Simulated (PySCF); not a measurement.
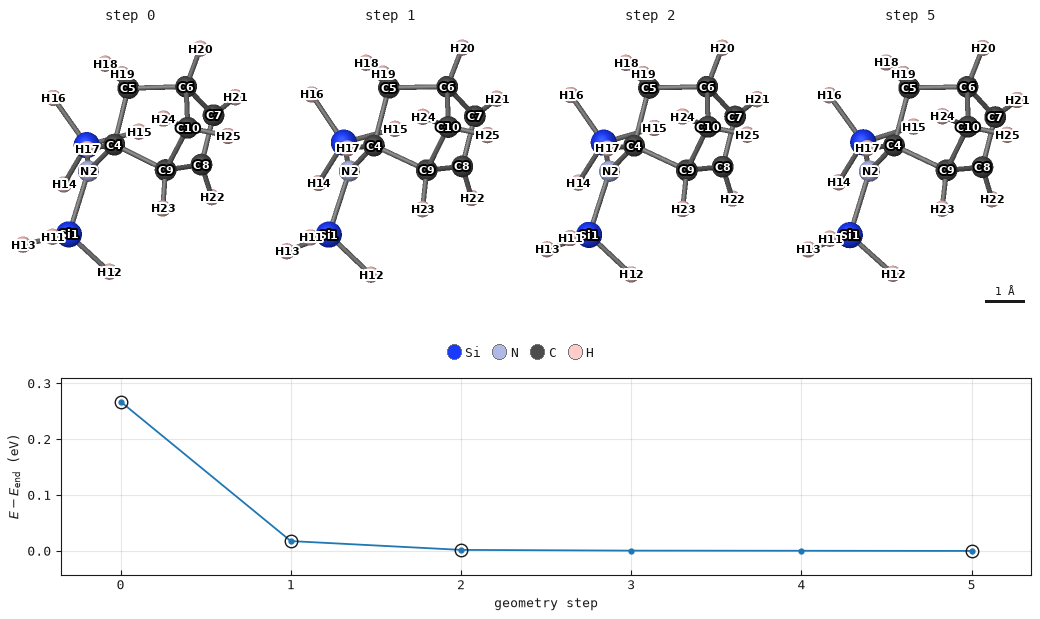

Frames of a relaxation of C$_{7}$H$_{15}$NSi$_{2}$, marked on the history of the run. The picture is a ball-and-stick view, seen from a free direction.

The start comes from GFN2-xTB. Its atoms were then displaced at random by about 0.01 Å.

Computed with PBE0-D3(BJ)/def2-SVP geometry optimisation, gas phase (PySCF). 

Question: Describe the path.

Answer: The atom that moves furthest after the best rigid fit is an H atom (0.22 Å). By element the largest moves are H 0.22 Å, Si 0.12 Å, C 0.09 Å, N 0.03 Å. Some distances before and after: H–Si 1.447 → 1.499 Å, C–C 1.512 → 1.552 Å, C–C 1.533 → 1.566 Å, C–H 1.074 → 1.102 Å. Among the angles between lasting bonds that change: N–Si–H 106.0° → 109.7°, N–Si–H 108.9° → 112.6°, H–Si–H 110.9° → 107.3°. After 5 geometry steps the energy has fallen by 0.267 eV. The run took 3 min on 1 thread of Intel(R) Xeon(R) Platinum 8488C, on a shared host. From step 0 to 1: an H atom moves most (0.21 Å), energy −0.250 eV. From step 1 to 2: an H atom moves most (0.06 Å), energy −0.016 eV. From step 2 to 5: an H atom moves most (0.05 Å), energy −0.002 eV.
